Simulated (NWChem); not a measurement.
**Run report: SnCl2, energy and gradient calculation (part 1 of 3)**

The run: energy and gradient calculation of SnCl2, SMILES [Cl][Sn][Cl]. Method and program: PBE/3-21G, RKS (NWChem 7.3.0).

The geometry comes from this level: PBE0-D4/def2-TZVP.

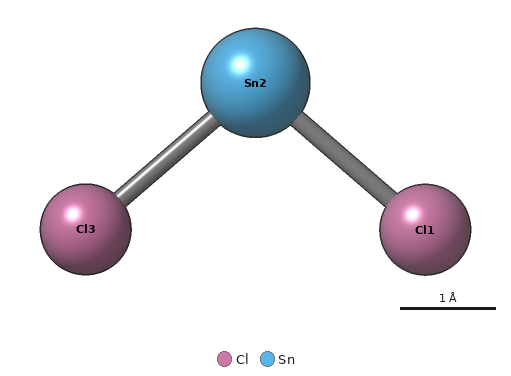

Fig. 1: The structure as given in the input (ball-and-stick view, seen on its broad side; atoms are numbered from 1 in the order of the input). Sticks mark near contacts. Bond lengths as drawn: Cl–Sn 2.36 Å.

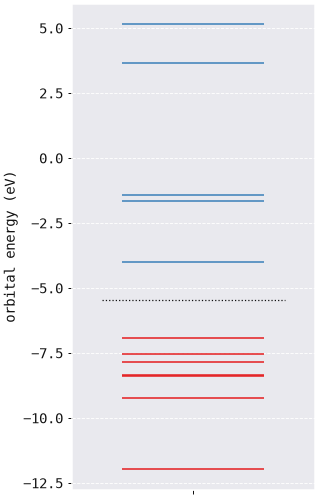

Fig. 2: Orbital energies near the frontier; the dotted line parts filled from empty levels, and levels within 0.02 eV of each other stand side by side. Highest filled −6.92 eV, lowest empty −3.98 eV, 2.94 eV apart.

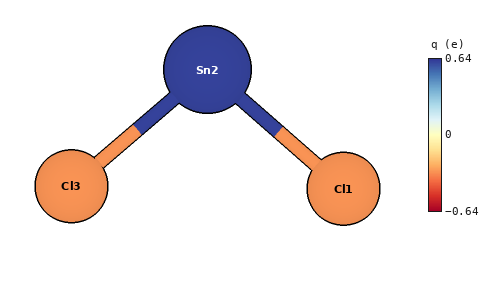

Fig. 3: Löwdin charges, as the colour of each atom (ball-and-stick view, seen on its broad side; atoms are numbered from 1 in the order of the input). By element: Cl −0.31 and Sn +0.61 e.

The input and output of the run follow.

Input file
```
start mymol
title "Cl2Sn PBE"
memory 2200 mb
charge 0

geometry units angstrom noautosym nocenter noautoz
 Cl       1.154200       1.220700       0.756000
 Sn      -0.796900       0.518900      -0.376600
 Cl      -0.368200      -1.804500      -0.392600
end

basis spherical bse
 * library 3-21G
end

dft
 xc xpbe96 cpbe96
 grid xfine
 convergence energy 1e-08
 iterations 100
 mulliken
end

task dft gradient
```

Run as:
```bash
nwchem mymol.nw > mymol.out
```

The program's output
```
Northwest Computational Chemistry Package (NWChem) 7.3.0
             --------------------------------------------------------

           Job information
           ---------------

    nwchem branch   = 7.3.0
    use scalapack   = T
    input           = mymol.nw
    prefix          = mymol.
    data base       = ./mymol.db
    status          = startup
    nproc           =        1

           Memory information
           ------------------

    heap     =     72089598 doubles =      550.0 Mbytes
    stack    =     72089595 doubles =      550.0 Mbytes
    global   =    144179200 doubles =     1100.0 Mbytes (distinct from heap & stack)
    total    =    288358393 doubles =     2200.0 Mbytes
    verify   = yes
    hardfail = no

           Directory information
           ---------------------

  0 permanent = .
  0 scratch   = .

                                NWChem Input Module
                                -------------------

                                     Cl2Sn PBE
                                     ---------

 Scaling coordinates for geometry "geometry" by  1.889725989
 (inverse scale =  0.529177249)

                             Geometry "geometry" -> ""
                             -------------------------

 Output coordinates in angstroms (scale by  1.889725989 to convert to a.u.)

  No.       Tag          Charge          X              Y              Z
 ---- ---------------- ---------- -------------- -------------- --------------
    1 Cl                  17.0000     1.15420000     1.22070000     0.75600000
    2 Sn                  50.0000    -0.79690000     0.51890000    -0.37660000
    3 Cl                  17.0000    -0.36820000    -1.80450000    -0.39260000

      Atomic Mass
      -----------

      Cl                34.968850
      Sn               117.901800

 Effective nuclear repulsion energy (a.u.)     423.5223823083

            Nuclear Dipole moment (a.u.)
            ----------------------------
        X                 Y               Z
 ---------------- ---------------- ----------------
   -50.0456133556    30.2741662274   -23.9091911527

            XYZ format geometry
            -------------------
     3
 geometry
 Cl                    1.15420000     1.22070000     0.75600000
 Sn                   -0.79690000     0.51890000    -0.37660000
 Cl                   -0.36820000    -1.80450000    -0.39260000

 ==============================================================================
                                internuclear distances
 ------------------------------------------------------------------------------
       center one      |      center two      | atomic units |  angstroms
 ------------------------------------------------------------------------------
    2 Sn               |   1 Cl               |     4.46475  |     2.36265
    3 Cl               |   2 Sn               |     4.46481  |     2.36267
 ------------------------------------------------------------------------------
                         number of included internuclear distances:          2
 ==============================================================================

 ==============================================================================
                                 internuclear angles
 ------------------------------------------------------------------------------
        center 1       |       center 2       |       center 3       |  degrees
 ------------------------------------------------------------------------------
    1 Cl               |   2 Sn               |   3 Cl               |    98.37
 ------------------------------------------------------------------------------
                            number of included internuclear angles:          1
 ==============================================================================

 Summary of "ao basis" -> "" (spherical)
 ------------------------------------------------------------------------------
       Tag                 Description            Shells   Functions and Types
 ---------------- ------------------------------  ------  ---------------------
 *                           3-21G                    on all atoms

  pbe96 is a nonlocal functional; adding pw91lda local functional.

                                 NWChem DFT Module
                                 -----------------

                                     Cl2Sn PBE

                      Basis "ao basis" -> "ao basis" (spherical)
                      -----
  [basis functions not shown]

 Summary of "ao basis" -> "ao basis" (spherical)
 ------------------------------------------------------------------------------
       Tag                 Description            Shells   Functions and Types
 ---------------- ------------------------------  ------  ---------------------
 Cl                          3-21G                   7       13   4s3p
 Sn                          3-21G                  13       31   6s5p2d

 Summary of "ao basis" -> "ao basis" (spherical)
 ------------------------------------------------------------------------------
       Tag                 Description            Shells   Functions and Types
 ---------------- ------------------------------  ------  ---------------------
 Cl                          3-21G                   7       13   4s3p
 Sn                          3-21G                  13       31   6s5p2d

  Caching 1-el integrals
  itol2e modified to match energy
  convergence criterion.
  tol_rho modified to match energy
  convergence criterion.

            General Information
            -------------------
          SCF calculation type: DFT
          Wavefunction type:  closed shell.
          No. of atoms     :     3
          No. of electrons :    84
           Alpha electrons :    42
            Beta electrons :    42
          Charge           :     0
          Spin multiplicity:     1
          Use of symmetry is: off; symmetry adaption is: off
          Maximum number of iterations: 100
          AO basis - number of functions:    57
                     number of shells:    27
          Convergence on energy requested:  1.00D-08
          Convergence on density requested:  1.00D-05
          Convergence on gradient requested:  5.00D-04

              XC Information
              --------------
          PerdewBurkeErnzerhof Exchange Functional  1.000
            Perdew 1991 LDA Correlation Functional  1.000 local
           PerdewBurkeErnz. Correlation Functional  1.000 non-local

             Grid Information
             ----------------
          Grid used for XC integration:  xfine
          Radial quadrature: Mura-Knowles
          Angular quadrature: Lebedev.
          Tag              B.-S. Rad. Rad. Pts. Rad. Cut. Ang. Pts.
          ---              ---------- --------- --------- ---------
          Cl                  1.00      125          10.0      1454
          Sn                  1.45      205           8.0      1454
          Grid pruning is: on
          Number of quadrature shells:   455
          Spatial weights used:  Erf1

          Convergence Information
          -----------------------
          Convergence aids based upon iterative change in
          total energy or number of iterations.
          Levelshifting, if invoked, occurs when the
          HOMO/LUMO gap drops below (HL_TOL):  1.00D-02
          DIIS, if invoked, will attempt to extrapolate
          using up to (NFOCK): 10 stored Fock matrices.

                    Damping( 0%)  Levelshifting(0.5)       DIIS
                  --------------- ------------------- ---------------
          dE  on:    start            ASAP                start
          dE off:    2 iters        100 iters           100 iters

      Screening Tolerance Information
      -------------------------------
          Density screening/tol_rho:  1.00D-11
          AO Gaussian exp screening on grid/accAOfunc:  18
          CD Gaussian exp screening on grid/accCDfunc:  20
          XC Gaussian exp screening on grid/accXCfunc:  20
          Schwarz screening/accCoul:  1.00D-09

      Superposition of Atomic Density Guess
      -------------------------------------

 Sum of atomic energies:       -6910.82666905

      Non-variational initial energy
      ------------------------------

 Total energy =   -6911.055499
 1-e energy   =  -10385.704315
 2-e energy   =    3051.126434
 HOMO         =      -0.278258
 LUMO         =      -0.044184

   Time after variat. SCF:      0.2

     ---------------------------------------------
      Total Density - Mulliken Population Analysis
     ---------------------------------------------

    Atom       Charge   Shell Charges
 -----------   ------   -------------------------------------------------------
    1 Cl  17    17.70   2.00  1.96  5.91  1.14  3.17  0.88  2.64
    2 Sn  50    48.61   2.00  2.00  6.00  2.00  6.00  2.00  5.93  0.95  0.58  0.96  0.21 10.00  9.99
    3 Cl  17    17.70   2.00  1.96  5.91  1.14  3.17  0.88  2.64
   Time prior to 1st pass:      0.2

 Grid_pts file          = ./mymol.gridpts.0
 Record size in doubles =  12289        No. of grid_pts per rec  =   3070
 Max. records in memory =    238        Max. recs in file   = *********

 Grid integrated density:      84.000019242815
 Requested integration accuracy:   0.10E-07

           Memory utilization after 1st SCF pass:
           Heap Space remaining (MW):       35.61            35607462
          Stack Space remaining (MW):       72.09            72089148

   convergence    iter        energy       DeltaE   RMS-Dens  Diis-err    time
 ---------------- ----- ----------------- --------- --------- ---------  ------
 d= 0,ls=0.0,diis     1  -6913.8795090207 -7.34D+03  4.11D-02  5.95D-01     0.7
 Grid integrated density:      84.000019448462
 Requested integration accuracy:   0.10E-07
 d= 0,ls=0.0,diis     2  -6913.5541026409  3.25D-01  3.14D-02  1.98D+00     1.2
 Grid integrated density:      84.000019222954
 Requested integration accuracy:   0.10E-07
 d= 0,ls=0.0,diis     3  -6913.9449520528 -3.91D-01  6.15D-03  7.74D-02     1.6
 Grid integrated density:      84.000019254365
 Requested integration accuracy:   0.10E-07
 d= 0,ls=0.0,diis     4  -6913.9598725996 -1.49D-02  1.50D-03  2.08D-03     2.1
 d= 0,ls=0.0,diis     5  -6913.9602176596 -3.45D-04  3.20D-04  1.40D-04     2.5
  Resetting Diis
 d= 0,ls=0.0,diis     6  -6913.9602528064 -3.51D-05  2.22D-05  1.29D-06     3.0
 d= 0,ls=0.0,diis     7  -6913.9602530748 -2.68D-07  1.92D-05  8.29D-08     3.4
 d= 0,ls=0.0,diis     8  -6913.9602530084  6.64D-08  1.30D-05  4.26D-07     3.9
 d= 0,ls=0.0,diis     9  -6913.9602530916 -8.32D-08  8.81D-07  2.52D-10     4.4
 d= 0,ls=0.0,diis    10  -6913.9602530916 -5.73D-11  2.54D-07  1.75D-10     4.8

         Total DFT energy =    -6913.960253091615
      One electron energy =   -10385.177814153360
           Coulomb energy =     3264.439182475692
    Exchange-Corr. energy =     -216.744003722237
 Nuclear repulsion energy =      423.522382308289

 Numeric. integr. density =       84.000000005988

     Total iterative time =      4.6s

                       DFT Final Molecular Orbital Analysis
                       ------------------------------------

 Vector    1  Occ=2.000000D+00  E=-1.021619D+03
              MO Center= -8.0D-01,  5.2D-01, -3.8D-01, r^2= 3.6D-04
   Bfn.  Coefficient  Atom+Function         Bfn.  Coefficient  Atom+Function
  ----- ------------  ---------------      ----- ------------  ---------------
    14      0.981609  2 Sn s                 15      0.061031  2 Sn s

 Vector    2  Occ=2.000000D+00  E=-1.509813D+02
              MO Center= -8.0D-01,  5.2D-01, -3.8D-01, r^2= 5.8D-03
   Bfn.  Coefficient  Atom+Function         Bfn.  Coefficient  Atom+Function
  ----- ------------  ---------------      ----- ------------  ---------------
    15      1.017661  2 Sn s                 14     -0.339610  2 Sn s
    19      0.051172  2 Sn s

 Vector    3  Occ=2.000000D+00  E=-1.407498D+02
              MO Center= -8.0D-01,  5.2D-01, -3.8D-01, r^2= 4.3D-03
   Bfn.  Coefficient  Atom+Function         Bfn.  Coefficient  Atom+Function
  ----- ------------  ---------------      ----- ------------  ---------------
    18      0.856000  2 Sn pz                16     -0.463987  2 Sn px
    17     -0.091507  2 Sn py                22      0.049338  2 Sn pz
    20     -0.026743  2 Sn px

 Vector    4  Occ=2.000000D+00  E=-1.407494D+02
              MO Center= -8.0D-01,  5.2D-01, -3.8D-01, r^2= 4.3D-03
   Bfn.  Coefficient  Atom+Function         Bfn.  Coefficient  Atom+Function
  ----- ------------  ---------------      ----- ------------  ---------------
    17      0.827277  2 Sn py                16      0.416317  2 Sn px
    18      0.314097  2 Sn pz                21      0.047733  2 Sn py

 Vector    5  Occ=2.000000D+00  E=-1.407490D+02
              MO Center= -8.0D-01,  5.2D-01, -3.8D-01, r^2= 4.3D-03
   Bfn.  Coefficient  Atom+Function         Bfn.  Coefficient  Atom+Function
  ----- ------------  ---------------      ----- ------------  ---------------
    16      0.753506  2 Sn px                17     -0.513425  2 Sn py
    18      0.353546  2 Sn pz                20      0.043467  2 Sn px
    21     -0.029618  2 Sn py
```
